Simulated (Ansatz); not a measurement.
**Y: Y → Nb**

Take Y in the hcp (Mg type) structure (space group P6_3/mmc, No. 194; a = 3.599 Å, c = 5.587 Å) as the base.

Perturbation: Nb takes the place of Y on all its sites; the structure is relaxed again.

The values are results of PBEsol in Ansatz (plane waves to 420 eV, PAW, spin-orbit coupling left out), not measurements. Γ-centred 19×19×9 mesh, Fermi–Dirac width 0.05 eV, for the changed cell.

```yaml
volume_per_atom: 18.03 Å³ (base 31.34 Å³)
density: 8.55 g/cm³ (base 4.71 g/cm³)
lattice_parameter_a: 2.833 Å (base 3.599 Å)
c/a ratio: 1.832 (base 1.552)
space_group: P6_3/mmc (No. 194) (base P6_3/mmc (No. 194))
shortest_interatomic_distance: 2.833 Å (base 3.482 Å)
band_gap: zero (base zero)
```

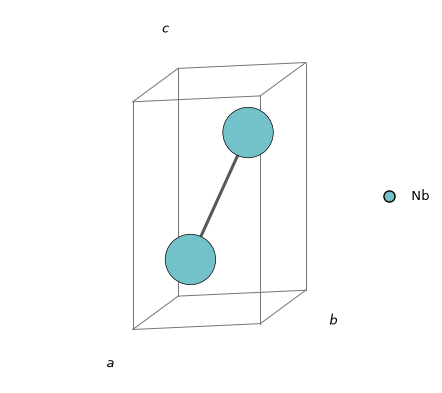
The relaxed conventional cell after the change

No phonon test of stability was made. For Nb in this form, whether it has been made was not checked. The final runs are not spin-polarised. This is not the structure that Nb has at room temperature and ambient pressure.

Ansatz is a first-principles code.
